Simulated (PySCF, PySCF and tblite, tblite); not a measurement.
# C₅H₆: conformers and averaged spectra

Which conformers does C₅H₆ (`C=C=CC=C`) populate, and what do their averaged NMR parameters look like?

Computed with tblite 0.8.0 (tight binding) and PySCF 2.14.0 (DFT, with response routines of our own); each step states its level. Atoms count from 0 throughout.

### Step 1. The starting structure

11 atoms, charge 0, multiplicity 1; geometry from: MMFF94s geometry.

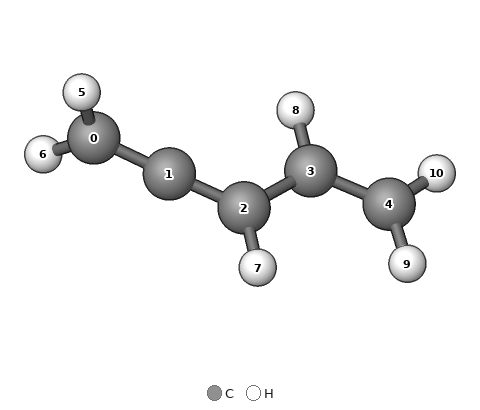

The starting geometry (carbon grey, hydrogen white), atoms numbered.

### Step 2. GFN2-xTB relaxation, conformer 1

What the job is given:

```
{"job": {"xc": "GFN2-xTB", "basis": "xTB", "kind": "relax"}, "charge": 0, "multiplicity": 1}
C      2.348800    -0.741500    -0.921700
C      1.178100    -0.160200    -0.801700
C      0.033800     0.408000    -0.661400
C     -0.930800    -0.017000     0.313900
C     -2.132000     0.542500     0.489500
H      3.191500    -0.388000    -0.359500
H      2.467700    -1.578700    -1.593500
H     -0.225500     1.245600    -1.312300
H     -0.641100    -0.861500     0.963300
H     -2.466600     1.376400    -0.124600
H     -2.818500     0.177100     1.239500
```

Command:

```bash
$ OMP_NUM_THREADS=1 python ens_run.py task.json out
```

One launch serves the whole session.

Output:

```text
step      E/eV     max force
  0    -371.51875    2.666
  1    -371.47475    4.742
  2    -371.56388    0.199
  3    -371.56598    0.138
  4    -371.56805    0.123
  5    -371.56953    0.112
  6    -371.57031    0.078
  7    -371.57103    0.074
  8    -371.57137    0.040
  9    -371.57137    0.040
 10    -371.57144    0.030
 11    -371.57151    0.031
 12    -371.57156    0.039
 13    -371.57162    0.026
 14    -371.57168    0.021
 15    -371.57173    0.025
 16    -371.57179    0.026
 17    -371.57185    0.023
 18    -371.57192    0.025
 19    -371.57198    0.026
 20    -371.57203    0.022
 21    -371.57207    0.017
 22    -371.57210    0.016
 23    -371.57214    0.018
 24    -371.57217    0.018
 25    -371.57221    0.017
 26    -371.57225    0.016
 27    -371.57228    0.015
 28    -371.57230    0.018
 29    -371.57232    0.015
 30    -371.57235    0.013
 31    -371.57237    0.013
 32    -371.57239    0.016
 33    -371.57242    0.015
 34    -371.57244    0.010
 35    -371.57245    0.005
 36    -371.57245    0.004
```

It took 0.2 s on 1 thread of Arm Neoverse N1, shared host.

Gain 0.054 eV; displacement 0.03 Å root mean square.

### Step 3. Shieldings, conformer 1: CAM-B3LYP/pcSseg-1 in chloroform

What the job is given:

```
{"job": {"xc": "CAM-B3LYP", "basis": "pcSseg-1", "solvent": "chloroform", "kind": "nmr", "pop": true}, "charge": 0, "multiplicity": 1}
C      2.349541    -0.732947    -0.932863
C      1.195933    -0.167346    -0.795210
C      0.026702     0.394905    -0.646408
C     -0.949272    -0.029024     0.337942
C     -2.137296     0.546059     0.484543
H      3.218592    -0.395474    -0.389443
H      2.500131    -1.565653    -1.602538
H     -0.252525     1.225861    -1.283095
H     -0.657676    -0.859767     0.966965
H     -2.444782     1.374778    -0.132440
H     -2.843924     0.211279     1.223991
```

Output:

```text
coarse grid: 9152 points
cycle   1  E = -193.8564527456  dE =  7.349e-01  |g| = 2.582e-01  |ddm| = 3.232e+00
cycle   2  E = -193.8706620923  dE = -1.421e-02  |g| = 1.698e-01  |ddm| = 4.423e-01
cycle   3  E = -193.8775495562  dE = -6.887e-03  |g| = 3.651e-02  |ddm| = 1.370e-01
cycle   4  E = -193.8778197553  dE = -2.702e-04  |g| = 2.380e-02  |ddm| = 5.531e-02
cycle   5  E = -193.8779652218  dE = -1.455e-04  |g| = 1.929e-03  |ddm| = 1.954e-02
cycle   6  E = -193.8779669471  dE = -1.725e-06  |g| = 1.212e-03  |ddm| = 3.792e-03
final grid: 88272 points
cycle   7  E = -193.9215877102  dE = -2.058e-05  |g| = 3.137e-03  |ddm| = 1.771e-02
cycle   8  E = -193.9215888111  dE = -1.101e-06  |g| = 2.448e-03  |ddm| = 4.590e-03
cycle   9  E = -193.9215903618  dE = -1.551e-06  |g| = 3.473e-04  |ddm| = 1.984e-03
cycle  10  E = -193.9215903894  dE = -2.756e-08  |g| = 1.155e-04  |ddm| = 3.279e-04
cycle  11  E = -193.9215903928  dE = -3.417e-09  |g| = 2.597e-05  |ddm| = 1.052e-04
cycle  12  E = -193.9215903930  dE = -1.830e-10  |g| = 5.770e-06  |ddm| = 2.583e-05
converged SCF energy = -193.9215903930

GIAO shielding tensors (ppm)
atom      isotropic    diamagn.    paramagn.     s11        s22        s33       span
  0 C      104.130     261.728    -157.597     12.959    128.473    170.959    158.000
  1 C      -44.958     263.819    -308.777    -73.557    -49.527    -11.789     61.768
  2 C       84.365     259.891    -175.526      4.007    101.431    147.658    143.651
  3 C       39.793     254.754    -214.961    -82.113     48.814    152.679    234.792
  4 C       60.358     253.636    -193.278    -53.133     73.017    161.190    214.322
  5 H       26.552      29.885      -3.332     24.819     25.136     29.703      4.884
  6 H       26.550      29.104      -2.554     24.816     25.138     29.697      4.881
  7 H       25.684      31.014      -5.330     23.646     25.275     28.132      4.486
  8 H       25.268      32.604      -7.336     23.464     24.063     28.277      4.813
  9 H       26.213      30.860      -4.647     23.322     25.653     29.663      6.342
 10 H       26.417      29.701      -3.285     23.736     25.601     29.913      6.177
```

Run time: 14 s. Hardware: 1 thread of Arm Neoverse N1, shared host; peak memory 0.59 GiB.

In short: HOMO -7.93 eV, LUMO 0.49 eV; dipole 0.30 D.

### Step 4. Single-point energy, conformer 1: CAM-B3LYP/def2-TZVP in chloroform

Changed since step 3:

```diff
@@ -1,2 +1,2 @@
-{"job": {"xc": "CAM-B3LYP", "basis": "pcSseg-1", "solvent": "chloroform", "kind": "nmr", "pop": true}, "charge": 0, "multiplicity": 1}
+{"job": {"xc": "CAM-B3LYP", "basis": "def2-TZVP", "solvent": "chloroform", "kind": "sp"}, "charge": 0, "multiplicity": 1}
 C      2.349541    -0.732947    -0.932863
```

Output:

```text
coarse grid: 9152 points
cycle   1  E = -193.9969572186  dE =  7.230e-01  |g| = 2.835e-01  |ddm| = 2.644e+00
cycle   2  E = -194.0119740578  dE = -1.502e-02  |g| = 1.895e-01  |ddm| = 4.357e-01
cycle   3  E = -194.0205005661  dE = -8.527e-03  |g| = 3.585e-02  |ddm| = 1.631e-01
cycle   4  E = -194.0207448474  dE = -2.443e-04  |g| = 2.488e-02  |ddm| = 5.323e-02
cycle   5  E = -194.0209019003  dE = -1.571e-04  |g| = 2.127e-03  |ddm| = 1.747e-02
cycle   6  E = -194.0209041198  dE = -2.219e-06  |g| = 1.389e-03  |ddm| = 5.226e-03
final grid: 88272 points
cycle   7  E = -194.0157419210  dE = -2.835e-05  |g| = 3.415e-03  |ddm| = 5.377e-02
cycle   8  E = -194.0157430897  dE = -1.169e-06  |g| = 2.600e-03  |ddm| = 5.943e-03
cycle   9  E = -194.0157447708  dE = -1.681e-06  |g| = 3.555e-04  |ddm| = 2.018e-03
cycle  10  E = -194.0157447961  dE = -2.526e-08  |g| = 1.790e-04  |ddm| = 3.662e-04
cycle  11  E = -194.0157448040  dE = -7.986e-09  |g| = 3.001e-05  |ddm| = 1.449e-04
cycle  12  E = -194.0157448043  dE = -2.391e-10  |g| = 1.020e-05  |ddm| = 3.740e-05
converged SCF energy = -194.0157448043
```

It took 12 s on 1 thread of Arm Neoverse N1, shared host; peak memory 0.79 GiB.

Key values: HOMO -7.90 eV, LUMO 0.46 eV; dipole 0.32 D.

### Step 5. Couplings, conformer 1: B3LYP/pcJ-1

Changed since step 4:

```diff
@@ -1,2 +1,2 @@
-{"job": {"xc": "CAM-B3LYP", "basis": "def2-TZVP", "solvent": "chloroform", "kind": "sp"}, "charge": 0, "multiplicity": 1}
+{"job": {"xc": "B3LYP", "basis": "pcJ-1", "kind": "j"}, "charge": 0, "multiplicity": 1}
 C      2.349541    -0.732947    -0.932863
```

Output:

```text
coarse grid: 9152 points
cycle   1  E = -193.9925770938  dE =  5.615e-01  |g| = 3.879e-01  |ddm| = 2.932e+00
cycle   2  E = -193.9923081509  dE =  2.689e-04  |g| = 3.930e-01  |ddm| = 6.367e-01
cycle   3  E = -194.0324207589  dE = -4.011e-02  |g| = 6.235e-02  |ddm| = 3.352e-01
cycle   4  E = -194.0328358465  dE = -4.151e-04  |g| = 4.923e-02  |ddm| = 9.589e-02
cycle   5  E = -194.0334927774  dE = -6.569e-04  |g| = 6.091e-03  |ddm| = 4.221e-02
cycle   6  E = -194.0335006126  dE = -7.835e-06  |g| = 2.198e-03  |ddm| = 5.844e-03
final grid: 88272 points
cycle   7  E = -194.0763003503  dE = -8.571e-05  |g| = 6.484e-03  |ddm| = 1.942e-02
cycle   8  E = -194.0762846295  dE =  1.572e-05  |g| = 9.912e-03  |ddm| = 1.342e-02
cycle   9  E = -194.0763110622  dE = -2.643e-05  |g| = 1.825e-03  |ddm| = 8.671e-03
cycle  10  E = -194.0763118654  dE = -8.032e-07  |g| = 3.870e-04  |ddm| = 1.451e-03
cycle  11  E = -194.0763118889  dE = -2.346e-08  |g| = 2.211e-04  |ddm| = 4.177e-04
cycle  12  E = -194.0763119026  dE = -1.373e-08  |g| = 2.282e-05  |ddm| = 2.018e-04
cycle  13  E = -194.0763119027  dE = -1.010e-10  |g| = 9.191e-06  |ddm| = 2.062e-05
converged SCF energy = -194.0763119027

Indirect spin-spin couplings (Hz)
  i      j    bonds     total        FC       PSO       DSO        SD
  0 C    1 C    1    113.132   120.823    -7.823     0.131         -
  0 C    2 C    2      8.662     9.297    -0.483    -0.152         -
  0 C    3 C    3      4.800     4.787     0.073    -0.061         -
  0 C    4 C    4     -0.859    -0.927     0.137    -0.070         -
  0 C    5 H    1    175.048   173.726     0.769     0.554         -
  0 C    6 H    1    175.082   173.760     0.768     0.554         -
  0 C    7 H    3      7.227     7.213     0.479    -0.465         -
  0 C    8 H    4     -0.701    -0.690     0.082    -0.093         -
  0 C    9 H    5      0.971     0.986     0.223    -0.238         -
  0 C   10 H    5      1.299     1.295     0.242    -0.238         -
  1 C    2 C    1    110.986   118.612    -7.809     0.183         -
  1 C    3 C    2     -0.490    -0.812     0.347    -0.025         -
  1 C    4 C    3      8.308     7.737     0.660    -0.089         -
  1 C    5 H    2     -4.665    -3.017    -1.085    -0.563         -
  1 C    6 H    2     -4.648    -3.000    -1.085    -0.563         -
  1 C    7 H    2     -2.297    -0.767    -1.086    -0.443         -
  1 C    8 H    3      4.438     4.571    -0.188     0.056         -
  1 C    9 H    4     -1.044    -1.150     0.380    -0.274         -
  1 C   10 H    4      0.377     0.281     0.422    -0.326         -
  2 C    3 C    1     60.130    62.666    -2.751     0.214         -
  2 C    4 C    2      1.357     1.417    -0.015    -0.046         -
  2 C    5 H    3      8.762     8.766     0.430    -0.435         -
  2 C    6 H    3      8.767     8.772     0.430    -0.435         -
  2 C    7 H    1    167.407   165.967     0.573     0.867         -
  2 C    8 H    2      4.797     5.300    -0.220    -0.283         -
  2 C    9 H    3     10.846    11.010    -0.177     0.013         -
  2 C   10 H    3     15.559    15.649     0.406    -0.495         -
  3 C    4 C    1     78.020    87.428    -9.547     0.138         -
  3 C    5 H    4     -6.700    -6.685     0.193    -0.209         -
  3 C    6 H    4     -6.702    -6.686     0.193    -0.208         -
  3 C    7 H    2     -2.319    -1.766    -0.249    -0.304         -
  3 C    8 H    1    162.949   161.964     0.178     0.807         -
  3 C    9 H    2     -2.220    -0.350    -1.329    -0.542         -
  3 C   10 H    2      0.065     1.823    -1.205    -0.553         -
  4 C    5 H    5      3.380     3.400     0.207    -0.227         -
  4 C    6 H    5      3.382     3.402     0.207    -0.227         -
  4 C    7 H    3      6.004     6.349    -0.288    -0.056         -
  4 C    8 H    2      1.036     2.688    -1.079    -0.572         -
  4 C    9 H    1    161.738   160.675     0.502     0.561         -
  4 C   10 H    1    166.654   165.619     0.510     0.524         -
  5 H    6 H    2    -18.251   -18.537     3.980    -3.693         -
  5 H    7 H    4     -8.374    -8.232     1.304    -1.446         -
  5 H    8 H    5      1.316     1.391     0.412    -0.486         -
  5 H    9 H    6     -2.563    -2.470     0.697    -0.790         -
  5 H   10 H    6     -2.796    -2.712     0.706    -0.790         -
  6 H    7 H    4     -8.375    -8.233     1.303    -1.445         -
  6 H    8 H    5      1.317     1.391     0.410    -0.485         -
  6 H    9 H    6     -2.564    -2.471     0.697    -0.790         -
  6 H   10 H    6     -2.797    -2.713     0.706    -0.789         -
  7 H    8 H    3     11.125    11.279     2.927    -3.080         -
  7 H    9 H    4     -0.924    -0.925    -1.282     1.283         -
  7 H   10 H    4     -1.083    -0.906     1.612    -1.789         -
  8 H    9 H    3     17.832    18.364     2.862    -3.393         -
  8 H   10 H    3     11.541    11.974     0.345    -0.778         -
  9 H   10 H    2     -0.030    -0.284     3.913    -3.659         -
```

Run time: 21 s. Hardware: 1 thread of Arm Neoverse N1, shared host; peak memory 0.91 GiB.

Key values: HOMO -6.48 eV, LUMO -0.84 eV; dipole 0.24 D.

### Step 6. Excited states, conformer 1: CAM-B3LYP/def2-SVPD in chloroform

Changed since step 5:

```diff
@@ -1,2 +1,2 @@
-{"job": {"xc": "B3LYP", "basis": "pcJ-1", "kind": "j"}, "charge": 0, "multiplicity": 1}
+{"job": {"xc": "CAM-B3LYP", "basis": "def2-SVPD", "nstates": 6, "ntriplets": 0, "solvent": "chloroform", "kind": "uv"}, "charge": 0, "multiplicity": 1}
 C      2.349541    -0.732947    -0.932863
```

Output:

```text
coarse grid: 9152 points
cycle   1  E = -193.7427157314  dE =  6.975e-01  |g| = 2.449e-01  |ddm| = 9.131e+00
cycle   2  E = -193.7563066241  dE = -1.359e-02  |g| = 1.580e-01  |ddm| = 1.182e+00
cycle   3  E = -193.7624922602  dE = -6.186e-03  |g| = 3.689e-02  |ddm| = 3.726e-01
cycle   4  E = -193.7627868859  dE = -2.946e-04  |g| = 2.292e-02  |ddm| = 1.146e-01
cycle   5  E = -193.7629280054  dE = -1.411e-04  |g| = 1.919e-03  |ddm| = 4.765e-02
cycle   6  E = -193.7629298335  dE = -1.828e-06  |g| = 1.192e-03  |ddm| = 1.221e-02
final grid: 88272 points
cycle   7  E = -193.8056388877  dE = -2.364e-05  |g| = 2.611e-03  |ddm| = 1.324e-01
cycle   8  E = -193.8056396975  dE = -8.099e-07  |g| = 2.100e-03  |ddm| = 1.089e-02
cycle   9  E = -193.8056408927  dE = -1.195e-06  |g| = 3.157e-04  |ddm| = 5.027e-03
cycle  10  E = -193.8056409158  dE = -2.309e-08  |g| = 1.188e-04  |ddm| = 8.368e-04
cycle  11  E = -193.8056409197  dE = -3.852e-09  |g| = 2.412e-05  |ddm| = 2.553e-04
cycle  12  E = -193.8056409199  dE = -1.684e-10  |g| = 5.383e-06  |ddm| = 6.331e-05
converged SCF energy = -193.8056409199

Static polarisability (au): isotropic 87.401, principal 50.446 58.919 152.839

Singlet excitations
state   eV       nm        f      main configurations
  1   5.5432    223.7   0.00005   H->L+1 0.71, H->L+2 0.13, H-1->L 0.08
  2   5.7533    215.5   1.08006   H->L 0.97
  3   5.8832    210.7   0.00028   H-1->L 0.84
  4   6.6161    187.4   0.00123   H->L+2 0.73, H->L+1 0.15
  5   7.2635    170.7   0.03484   H->L+3 0.87
  6   7.3520    168.6   0.00754   H->L+4 0.95
```

Run time: 17 s. Hardware: 1 thread of Arm Neoverse N1, shared host; peak memory 0.72 GiB.

In short: HOMO -7.93 eV, LUMO 0.45 eV; dipole 0.31 D; S1 5.54 eV.

### Step 7. Boltzmann average: properties at CAM-B3LYP/pcSseg-1 in chloroform

What the job is given:

```
{"job": {"study": "conf", "smiles": "C=C=CC=C", "search": {"seed": 1203, "n_embed": 60, "ff_keep": 14, "window": 3.0, "nmax": 8, "temps": [250, 273.15, 298.15, 323.15, 373.15], "t_ref": 298.15, "order": 0.0005}, "level": {"nmr": {"xc": "CAM-B3LYP", "basis": "pcSseg-1", "solvent": "chloroform"}, "sp": {"xc": "CAM-B3LYP", "basis": "def2-TZVP", "solvent": "chloroform"}, "j": {"xc": "B3LYP", "basis": "pcJ-1"}, "uv": {"xc": "CAM-B3LYP", "basis": "def2-SVPD", "nstates": 6, "ntriplets": 0, "solvent": "chloroform"}}, "kind": "conf"}, "charge": 0, "multiplicity": 1}
C      2.349541    -0.732947    -0.932863
C      1.195933    -0.167346    -0.795210
C      0.026702     0.394905    -0.646408
C     -0.949272    -0.029024     0.337942
C     -2.137296     0.546059     0.484543
H      3.218592    -0.395474    -0.389443
H      2.500131    -1.565653    -1.602538
H     -0.252525     1.225861    -1.283095
H     -0.657676    -0.859767     0.966965
H     -2.444782     1.374778    -0.132440
H     -2.843924     0.211279     1.223991
```

Output:

```text
conformer  sym    E(xTB)   E(DFT)   G(298.15 K)  weight  dipole/D
    1     Cs      0.000    0.000    0.000   1.0000    0.316

mean shielding (ppm) by class
class atoms           250 K   273.15 K   298.15 K   323.15 K   373.15 K
  0 C  0             104.13     104.13     104.13     104.13     104.13
  1 C  1            -44.958    -44.958    -44.958    -44.958    -44.958
  2 C  2             84.365     84.365     84.365     84.365     84.365
  3 C  3             39.793     39.793     39.793     39.793     39.793
  4 C  4             60.358     60.358     60.358     60.358     60.358
  5 H  5,6           26.551     26.551     26.551     26.551     26.551
  6 H  7             25.684     25.684     25.684     25.684     25.684
  7 H  8             25.268     25.268     25.268     25.268     25.268
  8 H  9             26.213     26.213     26.213     26.213     26.213
  9 H  10            26.417     26.417     26.417     26.417     26.417
```

It took 65 s on 1 thread of Arm Neoverse N1, shared host. This counts the runs that the step sums up.

The search (ETKDG, MMFF94s, GFN2-xTB) embedded 60 structures, kept 1 distinct ones after the force field and 1 after xTB; 1 was carried on (window 3.0 kcal/mol at the search's own energies). Energies: CAM-B3LYP/def2-TZVP in chloroform with D3(BJ).

Conformer by conformer (298 K):

```csv
no.,group,mirror pair,ΔE xTB,ΔE DFT,ΔG,weight (%),μ (D),C1–C2–C3–C4 (°),"A, B, C (GHz)"
1,Cs,no,0.00,0.00,0.00,100.0,0.32,-180,"35.09, 2.36, 2.24"
```

Energies in kcal/mol. ΔG holds xTB vibrations and rotation, symmetry numbers and mirror pairs.

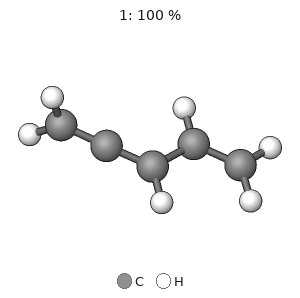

The one conformer.

Shifts against references run at the same level (¹³C TMS 185.7, ¹H TMS 31.76 ppm of shielding), by class of atoms, at 298 K:

```csv
atoms,environment,average
C1,central carbon of an allene,230.7
C3,alkene CH,145.9
C4,terminal =CH2 carbon,125.4
C2,terminal carbon of a cumulated C=C=C unit,101.4
C0,terminal carbon of a cumulated C=C=C unit,81.6
H8,hydrogen on an alkene CH,6.49
H7,hydrogen on a terminal carbon of a cumulated C=C=C unit,6.08
H9,hydrogen on a terminal =CH2 carbon,5.55
H10,hydrogen on a terminal =CH2 carbon,5.34
"H5, H6",hydrogen on a terminal carbon of a cumulated C=C=C unit,5.21
```

Couplings (Hz, B3LYP/pcJ-1; one pair named for each class), from conformers that hold 100 % of the weight:

```csv
pair,bonds,average
C0–H5,1,175.1
C2–H7,1,167.4
C4–H10,1,166.7
C3–H8,1,162.9
C4–H9,1,161.7
C0–C1,1,113.1
C1–C2,1,111.0
C3–C4,1,78.0
H5–H6,2,-18.2
C2–H8,2,4.8
C1–H5,2,-4.7
C3–H7,2,-2.3
C1–H7,2,-2.3
C3–H9,2,-2.2
C4–H8,2,1.0
H8–H9,3,17.8
C2–H10,3,15.6
H8–H10,3,11.5
H7–H8,3,11.1
C2–H9,3,10.8
C2–H5,3,8.8
C0–H7,3,7.2
C4–H7,3,6.0
H5–H7,4,-8.4
C3–H5,4,-6.7
H7–H10,4,-1.1
C1–H9,4,-1.0
H7–H9,4,-0.9
C0–H8,4,-0.7
```

Effective distances for nuclear Overhauser effects, ⟨r⁻⁶⟩^(−1/6) over all pairs of two classes (Å): H9···H10 1.83; H8···H10 2.45; H7···H9 2.48; H8···H9 3.07; H7···H8 3.09; H7···H10 3.75; H5···H7 3.93.

Lowest and brightest singlet by conformer (CAM-B3LYP/def2-SVPD in chloroform): no. 1 5.54 and 5.75 eV.

### Step 8. Outcome

```
                                              quantity                                                 value
                                            conformers  1; the first in weight is no. 1 (Cs), 100 % at 298 K
                               root-mean-square dipole                                                0.32 D
averaged ¹³C shifts (CAM-B3LYP/pcSseg-1 in chloroform)                  230.7, 145.9, 125.4, 101.4, 81.6 ppm
 averaged ¹H shifts (CAM-B3LYP/pcSseg-1 in chloroform)                      6.49, 6.08, 5.55, 5.34, 5.21 ppm
```

What this shows: The search found one conformer in the window, so the averages are its own values.
